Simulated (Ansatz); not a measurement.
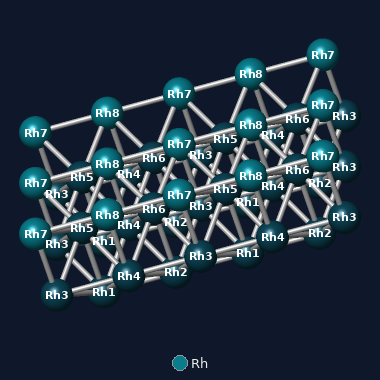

The system is H on a Rh(110) slab cut from the Fm-3m phase, its upper half relaxed before the scan (8 atoms of substrate and one adsorbate in a 2 × 1 cell); the picture shows it without the atoms that are moved over the map. 
- H is moved over the surface cell at a fixed height above a rigid substrate; the origin of the map has the adsorbate above Rh7; the height is held at 2.50 Å.
- Places are given modulo a cell vector. The map is drawn in real space over the plane of the surface.
- The scan uses a 6 × 8 grid; 20 points were computed and 28 follow by symmetry.
- Places are given in fractions of the 1 × 1 surface cell.
- All energies are given in eV relative to the lowest grid point.
- The runs have no spin polarisation, so an open-shell adsorbate far from the surface lies too high. At a fixed height the lowest place need not be the adsorption site.
- The calculation used Ansatz, DFT PBE+D3(BJ), scalar-relativistic, plane waves, PAW. Settings: cutoff 420 eV, k-mesh 5×7×1, gaussian smearing 0.1 eV, no spin polarisation.

Range: position of H9 along the first surface vector from 0.000 to 0.833; position of H9 along the second surface vector from 0.000 to 0.875.

> What will the energy surface look like?

The lowest grid point is at the top site over a surface Rh atom, (0/6, 0/8) of the cell vectors. No other kind of well shows on this grid. The highest grid point, a fourfold hollow over a second-layer Rh atom, (3/6, 4/8) of the cell vectors, lies 0.74 eV above the lowest. On the interpolated surface the easiest way out of the lowest well to its copy in the next cell or period passes a barrier of about 0.22 eV. At the lowest point the adsorbate has 1 Rh at 2.50 Å as nearest neighbours, at the highest 4 Rh at 3.41 Å.

| second ↓, first → | 0/6 | 1/6 | 2/6 | 3/6 | 4/6 | 5/6 |
| --- | --- | --- | --- | --- | --- | --- |
| 7/8 | 0.08 | 0.13 | 0.23 | 0.28 | 0.23 | 0.13 |
| 6/8 | 0.29 | 0.33 | 0.41 | 0.46 | 0.41 | 0.33 |
| 5/8 | 0.53 | 0.56 | 0.62 | 0.65 | 0.62 | 0.56 |
| 4/8 | 0.64 | 0.66 | 0.71 | 0.74 | 0.71 | 0.66 |
| 3/8 | 0.53 | 0.56 | 0.62 | 0.65 | 0.62 | 0.56 |
| 2/8 | 0.29 | 0.33 | 0.41 | 0.46 | 0.41 | 0.33 |
| 1/8 | 0.08 | 0.13 | 0.23 | 0.28 | 0.23 | 0.13 |
| 0/8 | 0.00 | 0.05 | 0.16 | 0.22 | 0.16 | 0.05 |

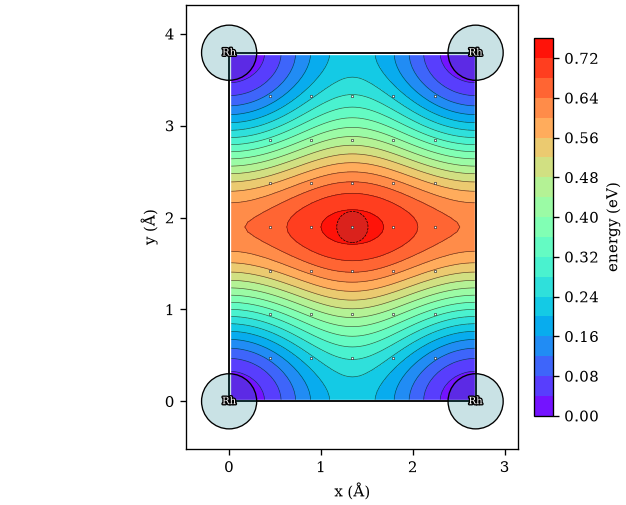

The picture shows filled contours, dots at the grid points, labelled circles for the atoms of the top layer and small ones for the second layer, the outline of one cell of the plane. Between grid points the surface is interpolated.

The whole map (20 points run) took 11 min on 2 threads of Arm Neoverse V1, on a shared host.

PAW datasets: the set soft_1.
